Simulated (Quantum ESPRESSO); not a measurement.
# Mn3GaC: parallel and opposed starts

Aim: find out which collinear order of Mn3GaC costs least.

Calculated with Quantum ESPRESSO 7.5; PBEsol; plane waves with GBRV 1.5 PBEsol potentials, no spin-orbit coupling.

## Step 1: Starting point

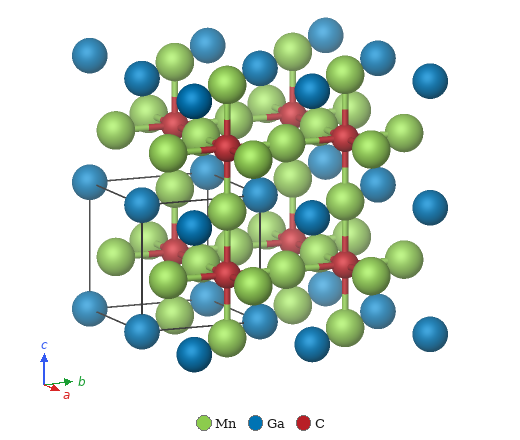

The cell as given, slightly off an axis (manganese green, gallium blue, carbon red). 2×2×2 cells are drawn. Some periodic images of atoms are drawn too.

The cell comes from the Crystallography Open Database.

## Step 2: Run 1, typed as ferro +++

The signs are those of the starting moments on the seeded atoms, the atoms that are given a moment.

The input, pw.in:

```
&CONTROL
  calculation = 'scf'
  prefix = 'pwscf'
  outdir = './tmp'
  pseudo_dir = './pseudo'
  disk_io = 'nowf'
/
&SYSTEM
  ibrav = 0
  nat = 5
  ntyp = 3
  ecutwfc = 40
  ecutrho = 280
  nbnd = 50
  occupations = 'smearing'
  smearing = 'fd'
  degauss = 0.00734986
  nspin = 2
  starting_magnetization(1) = 0.2333
  starting_magnetization(2) = 0
  starting_magnetization(3) = 0
/
&ELECTRONS
  conv_thr = 1d-08
  electron_maxstep = 150
  mixing_beta = 0.3
/
ATOMIC_SPECIES
Mn     54.9380 mn_pbesol_v1.5.uspp.F.UPF
Ga     69.7230 ga_pbesol_v1.4.uspp.F.UPF
C      12.0110 c_pbesol_v1.2.uspp.F.UPF
CELL_PARAMETERS angstrom
   3.8960000000    0.0000000000    0.0000000000
   0.0000000000    3.8960000000    0.0000000000
   0.0000000000    0.0000000000    3.8960000000
ATOMIC_POSITIONS crystal
Mn      0.0000000000    0.5000000000    0.5000000000
Mn      0.5000000000    0.0000000000    0.5000000000
Mn      0.5000000000    0.5000000000    0.0000000000
Ga      0.0000000000    0.0000000000    0.0000000000
C       0.5000000000    0.5000000000    0.5000000000
K_POINTS automatic
6 6 6 0 0 0
```

On the command line:

```
$ OMP_NUM_THREADS=1 mpirun -n 4 pw.x -nk 4 -in pw.in > pw.out
```

Log:

```text
Program PWSCF v.7.5 starts

     Message from routine setup:
     using ibrav=0 with symmetry is DISCOURAGED, use correct ibrav instead

     K-points division:     npool     =       4
     Subspace diagonalization in iterative solution of the eigenvalue problem:

     G-vector sticks info
     --------------------
     sticks:   dense  smooth     PW     G-vecs:    dense   smooth      PW
     Sum        1201     681    221                31463    13613    2373

     Using Slab Decomposition

     bravais-lattice index     =            0
     lattice parameter (alat)  =       7.3624  a.u.
     unit-cell volume          =     399.0740 (a.u.)^3
     number of atoms/cell      =            5
     number of atomic types    =            3
     number of electrons       =        68.00
     number of Kohn-Sham states=           50
     kinetic-energy cutoff     =      40.0000  Ry
     charge density cutoff     =     280.0000  Ry
     scf convergence threshold =      1.0E-08
     mixing beta               =       0.3000
     number of iterations used =            8  plain     mixing
     Exchange-correlation= SLA  PW   PSX  PSC
                           (   1   4  10   8   0   0   0)

     celldm(1)=   7.362373  celldm(2)=   0.000000  celldm(3)=   0.000000
     celldm(4)=   0.000000  celldm(5)=   0.000000  celldm(6)=   0.000000

     crystal axes: (cart. coord. in units of alat)
               a(1) = (   1.000000   0.000000   0.000000 )
               a(2) = (   0.000000   1.000000   0.000000 )
               a(3) = (   0.000000   0.000000   1.000000 )

     reciprocal axes: (cart. coord. in units 2 pi/alat)
               b(1) = (  1.000000  0.000000  0.000000 )
               b(2) = (  0.000000  1.000000  0.000000 )
               b(3) = (  0.000000  0.000000  1.000000 )

     PseudoPot. # 1 for Mn read from file:
     mn_pbesol_v1.5.uspp.F.UPF
     Pseudo is Ultrasoft + core correction, Zval = 15.0
     Generated by new atomic code, or converted to UPF format
     Using radial grid of  859 points,  6 beta functions with:
                l(1) =   0
                l(2) =   0
                l(3) =   1
                l(4) =   1
                l(5) =   2
                l(6) =   2
     Q(r) pseudized with  8 coefficients,  rinner =    0.950   0.950   0.950
                                                       0.950   0.950

     PseudoPot. # 2 for Ga read from file:
     ga_pbesol_v1.4.uspp.F.UPF
     Pseudo is Ultrasoft + core correction, Zval = 19.0
     Generated by new atomic code, or converted to UPF format
     Using radial grid of  871 points,  6 beta functions with:
                l(1) =   0
                l(2) =   0
                l(3) =   1
                l(4) =   1
                l(5) =   2
                l(6) =   2
     Q(r) pseudized with  8 coefficients,  rinner =    1.250   1.250   1.250
                                                       1.250   1.250

     PseudoPot. # 3 for C  read from file:
     c_pbesol_v1.2.uspp.F.UPF
     Pseudo is Ultrasoft + core correction, Zval =  4.0
     Generated by new atomic code, or converted to UPF format
     Using radial grid of  721 points,  4 beta functions with:
                l(1) =   0
                l(2) =   0
                l(3) =   1
                l(4) =   1
     Q(r) pseudized with  8 coefficients,  rinner =    1.100   1.100   1.100

     atomic species   valence    mass     pseudopotential
     Mn               15.00    54.93800     Mn( 1.00)
     Ga               19.00    69.72300     Ga( 1.00)
     C                 4.00    12.01100     C ( 1.00)

     Starting magnetic structure
     atomic species   magnetization
     Mn              0.233
     Ga              0.000
     C               0.000

     48 Sym. Ops., with inversion, found

   Cartesian axes

     site n.     atom                  positions (alat units)
         1        Mn     tau(   1) = (   0.0000000   0.5000000   0.5000000  )
         2        Mn     tau(   2) = (   0.5000000   0.0000000   0.5000000  )
         3        Mn     tau(   3) = (   0.5000000   0.5000000   0.0000000  )
         4        Ga     tau(   4) = (   0.0000000   0.0000000   0.0000000  )
         5        C      tau(   5) = (   0.5000000   0.5000000   0.5000000  )

     number of k points=    20  Fermi-Dirac smearing, width (Ry)=  0.0073
                       cart. coord. in units 2pi/alat
        k(    1) = (   0.0000000   0.0000000   0.0000000), wk =   0.0046296
        k(    2) = (   0.0000000   0.0000000   0.1666667), wk =   0.0277778
        k(    3) = (   0.0000000   0.0000000   0.3333333), wk =   0.0277778
        k(    4) = (   0.0000000   0.0000000  -0.5000000), wk =   0.0138889
        k(    5) = (   0.0000000   0.1666667   0.1666667), wk =   0.0555556
        [... 15 further k-points ...]

     Dense  grid:    31463 G-vectors     FFT dimensions: (  40,  40,  40)

     Smooth grid:    13613 G-vectors     FFT dimensions: (  30,  30,  30)

     Check: negative core charge=   -0.000054
     Generating pointlists ...
     new r_m :   0.2063 (alat units)  1.5185 (a.u.) for type    1
     new r_m :   0.2917 (alat units)  2.1475 (a.u.) for type    2
     new r_m :   0.2063 (alat units)  1.5185 (a.u.) for type    3

     Initial potential from superposition of free atoms

     starting charge      65.4997, renormalised to      68.0000
     Starting wfcs are   55 randomized atomic wfcs

     Self-consistent Calculation

     iteration #  1     ecut=    40.00 Ry     beta= 0.30
     Davidson diagonalization with overlap
     ethr =  1.00E-02,  avg # of iterations =  3.1

     total energy              =   -1057.66585357 Ry
     estimated scf accuracy    <       9.68528061 Ry

     total magnetization       =     5.50 Bohr mag/cell
     absolute magnetization    =     5.86 Bohr mag/cell

     iteration #  2     ecut=    40.00 Ry     beta= 0.30
     Davidson diagonalization with overlap
     ethr =  1.00E-02,  avg # of iterations =  2.0

     total energy              =   -1059.62746985 Ry
     estimated scf accuracy    <       0.51561312 Ry

     total magnetization       =     7.30 Bohr mag/cell
     absolute magnetization    =     8.00 Bohr mag/cell

     iteration #  3     ecut=    40.00 Ry     beta= 0.30
     Davidson diagonalization with overlap
     ethr =  7.58E-04,  avg # of iterations =  2.5

     total energy              =   -1059.72439010 Ry
     estimated scf accuracy    <       0.07357381 Ry

     total magnetization       =     6.95 Bohr mag/cell
     absolute magnetization    =     7.66 Bohr mag/cell

     [... further iterations left out ...]

     iteration # 11     ecut=    40.00 Ry     beta= 0.30
     Davidson diagonalization with overlap
     ethr =  2.72E-08,  avg # of iterations =  2.5

     total energy              =   -1059.74402071 Ry
     estimated scf accuracy    <       0.00000288 Ry

     total magnetization       =     5.62 Bohr mag/cell
     absolute magnetization    =     6.35 Bohr mag/cell

     iteration # 12     ecut=    40.00 Ry     beta= 0.30
     Davidson diagonalization with overlap
     ethr =  4.24E-09,  avg # of iterations =  3.7

     total energy              =   -1059.74402987 Ry
     estimated scf accuracy    <       0.00000209 Ry

     total magnetization       =     5.59 Bohr mag/cell
     absolute magnetization    =     6.32 Bohr mag/cell

     iteration # 13     ecut=    40.00 Ry     beta= 0.30
     Davidson diagonalization with overlap
     ethr =  3.07E-09,  avg # of iterations =  2.0

     total energy              =   -1059.74403022 Ry
     estimated scf accuracy    <       0.00000004 Ry

     total magnetization       =     5.59 Bohr mag/cell
     absolute magnetization    =     6.32 Bohr mag/cell

     iteration # 14     ecut=    40.00 Ry     beta= 0.30
     Davidson diagonalization with overlap
     ethr =  6.08E-11,  avg # of iterations =  2.7

     Magnetic moment per site  (integrated on atomic sphere of radius R)
     atom   1 (R=0.206)  charge= 12.0094  magn=  1.7183
     atom   2 (R=0.206)  charge= 12.0094  magn=  1.7183
     atom   3 (R=0.206)  charge= 12.0094  magn=  1.7183
     atom   4 (R=0.292)  charge= 17.6212  magn= -0.1137
     atom   5 (R=0.206)  charge=  3.0535  magn= -0.1574

     End of self-consistent calculation

     [... lines left out ...]
     the Fermi energy is    15.7302 ev

!    total energy              =   -1059.74403049 Ry
     estimated scf accuracy    <          8.1E-09 Ry
     smearing contrib. (-TS)   =      -0.01266760 Ry
     internal energy E=F+TS    =   -1059.73136289 Ry

     The total energy is F=E-TS. E is the sum of the following terms:
     one-electron contribution =    -591.88559462 Ry
     hartree contribution      =     331.46266776 Ry
     xc contribution           =    -130.53184124 Ry
     ewald contribution        =    -668.77659479 Ry

     total magnetization       =     5.60 Bohr mag/cell
     absolute magnetization    =     6.32 Bohr mag/cell

     convergence has been achieved in  14 iterations

=------------------------------------------------------------------------------=
   JOB DONE.
=------------------------------------------------------------------------------=
```

Elapsed: 23 s, on 4 MPI ranks of Arm Neoverse V1, shared host; peak memory 0.41 GiB; 92 s of CPU time.

Spin moment in the atom's sphere by atom:

```tsv
atom	spin moment in the atom's sphere (μB)
Mn1	1.72
Mn2	1.72
Mn3	1.72
Ga4	-0.11
C5	-0.16
```

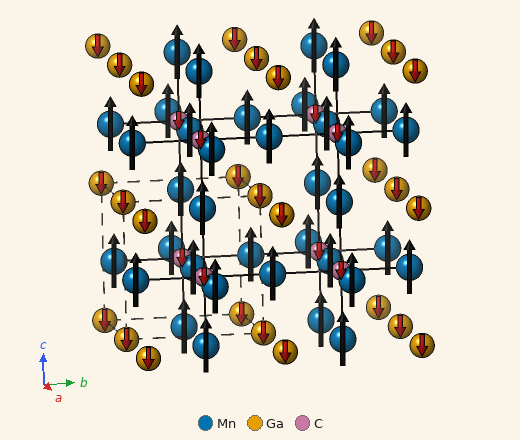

Spin moment in the atom's sphere as arrows, the longest 1.72 μB. Up and down stand for the sign. Arrows give size and sign along the axis of quantisation, drawn up and down the page. Each arrow also spans its atom, so small moments look longer than they are. The two directions have two colours. 2×2×2 cells are drawn. Some periodic images of atoms are drawn too.

Read from the output:

```yaml
smearing_term_ts: 0.1724 eV
magnetization: 5.597 μB
absolute_magnetization: 6.324 μB
final_state: ferromagnetic
```

## Step 3: Run 2 (ferri ++−)

The input, pw.in:

```
&CONTROL
  calculation = 'scf'
  prefix = 'pwscf'
  outdir = './tmp'
  pseudo_dir = './pseudo'
  disk_io = 'nowf'
/
&SYSTEM
  ibrav = 0
  nat = 5
  ntyp = 4
  ecutwfc = 40
  ecutrho = 280
  nbnd = 46
  occupations = 'smearing'
  smearing = 'fd'
  degauss = 0.00734986
  nspin = 2
  starting_magnetization(1) = 0.2333
  starting_magnetization(2) = -0.2333
  starting_magnetization(3) = 0
  starting_magnetization(4) = 0
/
&ELECTRONS
  conv_thr = 1d-08
  electron_maxstep = 150
  mixing_beta = 0.3
/
ATOMIC_SPECIES
Mn1    54.9380 mn_pbesol_v1.5.uspp.F.UPF
Mn2    54.9380 mn_pbesol_v1.5.uspp.F.UPF
Ga     69.7230 ga_pbesol_v1.4.uspp.F.UPF
C      12.0110 c_pbesol_v1.2.uspp.F.UPF
CELL_PARAMETERS angstrom
   3.8960000000    0.0000000000    0.0000000000
   0.0000000000    3.8960000000    0.0000000000
   0.0000000000    0.0000000000    3.8960000000
ATOMIC_POSITIONS crystal
Mn1     0.0000000000    0.5000000000    0.5000000000
Mn1     0.5000000000    0.0000000000    0.5000000000
Mn2     0.5000000000    0.5000000000    0.0000000000
Ga      0.0000000000    0.0000000000    0.0000000000
C       0.5000000000    0.5000000000    0.5000000000
K_POINTS automatic
6 6 6 0 0 0
```

Log:

```text
[banner, memory and clock lines left out]
Program PWSCF v.7.5 starts

     Message from routine setup:
     using ibrav=0 with symmetry is DISCOURAGED, use correct ibrav instead

     bravais-lattice index     =            0
     lattice parameter (alat)  =       7.3624  a.u.
     unit-cell volume          =     399.0740 (a.u.)^3
     number of atoms/cell      =            5
     number of atomic types    =            4
     number of electrons       =        68.00
     number of Kohn-Sham states=           46
     kinetic-energy cutoff     =      40.0000  Ry
     charge density cutoff     =     280.0000  Ry
     scf convergence threshold =      1.0E-08
     mixing beta               =       0.3000
     number of iterations used =            8  plain     mixing
     Exchange-correlation= SLA  PW   PSX  PSC
                           (   1   4  10   8   0   0   0)

     celldm(1)=   7.362373  celldm(2)=   0.000000  celldm(3)=   0.000000
     celldm(4)=   0.000000  celldm(5)=   0.000000  celldm(6)=   0.000000

     crystal axes: (cart. coord. in units of alat)
               a(1) = (   1.000000   0.000000   0.000000 )
               a(2) = (   0.000000   1.000000   0.000000 )
               a(3) = (   0.000000   0.000000   1.000000 )

     reciprocal axes: (cart. coord. in units 2 pi/alat)
               b(1) = (  1.000000  0.000000  0.000000 )
               b(2) = (  0.000000  1.000000  0.000000 )
               b(3) = (  0.000000  0.000000  1.000000 )

     PseudoPot. # 1 for Mn read from file:
     mn_pbesol_v1.5.uspp.F.UPF
     Pseudo is Ultrasoft + core correction, Zval = 15.0

     PseudoPot. # 2 for Mn read from file:
     mn_pbesol_v1.5.uspp.F.UPF
     Pseudo is Ultrasoft + core correction, Zval = 15.0

     PseudoPot. # 3 for Ga read from file:
     ga_pbesol_v1.4.uspp.F.UPF
     Pseudo is Ultrasoft + core correction, Zval = 19.0

     PseudoPot. # 4 for C  read from file:
     c_pbesol_v1.2.uspp.F.UPF
     Pseudo is Ultrasoft + core correction, Zval =  4.0

     atomic species   valence    mass     pseudopotential
     Mn1              15.00    54.93800     Mn( 1.00)
     Mn2              15.00    54.93800     Mn( 1.00)
     Ga               19.00    69.72300     Ga( 1.00)
     C                 4.00    12.01100     C ( 1.00)

     Starting magnetic structure
     atomic species   magnetization
     Mn1             0.233
     Mn2            -0.233
     Ga              0.000
     C               0.000

     16 Sym. Ops., with inversion, found

   Cartesian axes

     site n.     atom                  positions (alat units)
         1        Mn1    tau(   1) = (   0.0000000   0.5000000   0.5000000  )
         2        Mn1    tau(   2) = (   0.5000000   0.0000000   0.5000000  )
         3        Mn2    tau(   3) = (   0.5000000   0.5000000   0.0000000  )
         4        Ga     tau(   4) = (   0.0000000   0.0000000   0.0000000  )
         5        C      tau(   5) = (   0.5000000   0.5000000   0.5000000  )

     number of k points=    40  Fermi-Dirac smearing, width (Ry)=  0.0073
                       cart. coord. in units 2pi/alat
        k(    1) = (   0.0000000   0.0000000   0.0000000), wk =   0.0046296
        k(    2) = (   0.0000000   0.0000000   0.1666667), wk =   0.0092593
        k(    3) = (   0.0000000   0.0000000   0.3333333), wk =   0.0092593
        k(    4) = (   0.0000000   0.0000000  -0.5000000), wk =   0.0046296
        k(    5) = (   0.0000000   0.1666667   0.1666667), wk =   0.0370370
        [... 35 further k-points ...]

     Dense  grid:    31463 G-vectors     FFT dimensions: (  40,  40,  40)

     Smooth grid:    13613 G-vectors     FFT dimensions: (  30,  30,  30)

     Check: negative core charge=   -0.000054
     Generating pointlists ...
     new r_m :   0.2063 (alat units)  1.5185 (a.u.) for type    1
     new r_m :   0.2063 (alat units)  1.5185 (a.u.) for type    2
     new r_m :   0.2917 (alat units)  2.1475 (a.u.) for type    3
     new r_m :   0.2063 (alat units)  1.5185 (a.u.) for type    4

     Initial potential from superposition of free atoms

     starting charge      65.4997, renormalised to      68.0000
     Starting wfcs are   55 randomized atomic wfcs

     Self-consistent Calculation

     iteration #  1     ecut=    40.00 Ry     beta= 0.30
     Davidson diagonalization with overlap
     ethr =  1.00E-02,  avg # of iterations =  2.2

     total energy              =   -1057.69870354 Ry
     estimated scf accuracy    <       9.65670599 Ry

     total magnetization       =     1.67 Bohr mag/cell
     absolute magnetization    =     6.45 Bohr mag/cell

     iteration #  2     ecut=    40.00 Ry     beta= 0.30
     Davidson diagonalization with overlap
     ethr =  1.00E-02,  avg # of iterations =  2.1

     total energy              =   -1059.63202536 Ry
     estimated scf accuracy    <       0.43301843 Ry

     total magnetization       =     2.68 Bohr mag/cell
     absolute magnetization    =     8.07 Bohr mag/cell

     [... further iterations left out ...]

     iteration # 19     ecut=    40.00 Ry     beta= 0.30
     Davidson diagonalization with overlap
     ethr =  1.87E-10,  avg # of iterations =  2.1

     total energy              =   -1059.73768016 Ry
     estimated scf accuracy    <       0.00000006 Ry

     total magnetization       =     0.70 Bohr mag/cell
     absolute magnetization    =     5.89 Bohr mag/cell

     iteration # 20     ecut=    40.00 Ry     beta= 0.30
     Davidson diagonalization with overlap
     ethr =  8.64E-11,  avg # of iterations =  2.4

     Magnetic moment per site  (integrated on atomic sphere of radius R)
     atom   1 (R=0.206)  charge= 11.9973  magn=  1.3768
     atom   2 (R=0.206)  charge= 11.9973  magn=  1.3768
     atom   3 (R=0.206)  charge= 12.0005  magn= -2.0608
     atom   4 (R=0.292)  charge= 17.6316  magn= -0.0334
     atom   5 (R=0.206)  charge=  3.0611  magn= -0.0287

     End of self-consistent calculation

     [... lines left out ...]
     the Fermi energy is    15.6582 ev

!    total energy              =   -1059.73768026 Ry
     estimated scf accuracy    <          6.1E-09 Ry
     smearing contrib. (-TS)   =      -0.01059028 Ry
     internal energy E=F+TS    =   -1059.72708998 Ry

     The total energy is F=E-TS. E is the sum of the following terms:
     one-electron contribution =    -591.70510204 Ry
     hartree contribution      =     331.24417709 Ry
     xc contribution           =    -130.48957024 Ry
     ewald contribution        =    -668.77659479 Ry

     total magnetization       =     0.70 Bohr mag/cell
     absolute magnetization    =     5.90 Bohr mag/cell

     convergence has been achieved in  20 iterations
```

It took 52 s on 4 MPI ranks; peak memory 0.46 GiB.

Spin moment in the atom's sphere by atom:

```tsv
atom	spin moment in the atom's sphere (μB)
Mn1	1.38
Mn2	1.38
Mn3	-2.06
Ga4	-0.03
C5	-0.03
```

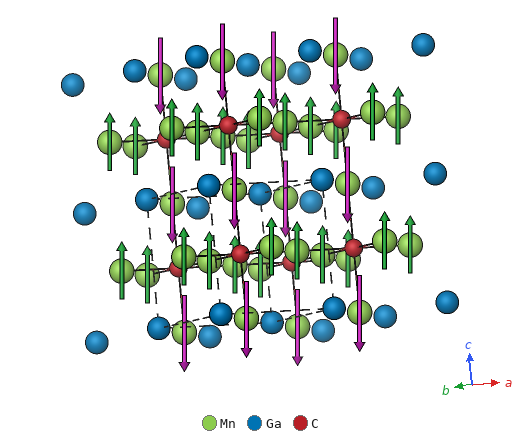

Spin moment in the atom's sphere as arrows, the longest 2.06 μB. Up and down stand for the sign. Arrows give size and sign along the axis of quantisation, drawn up and down the page. The two directions have two colours. 2×2×2 cells are drawn. Some periodic images of atoms are drawn too.

Numbers from this step:

```yaml
smearing_term_ts: 0.1441 eV
magnetization: 0.703 μB
absolute_magnetization: 5.896 μB
final_state: ferrimagnetic
```

(Part 1 of 2 ends here.)

[Logs and program files are shortened in this print: banners, set-up blocks, solver, clock and traceback lines can be left out without a mark of their own.]

[Logs are printed without paths, hosts, clocks, repeated set-up lines and the standing remarks that a program may print on its own settings, such as how far it seeks lower states.]

[Hosts, paths, dates, database ids (printed as entryN), source tags and the programs' standing remarks are cut or masked in the printed files.]

[Where a cell is said to come from a database of computed structures, the database is the Materials Project.]
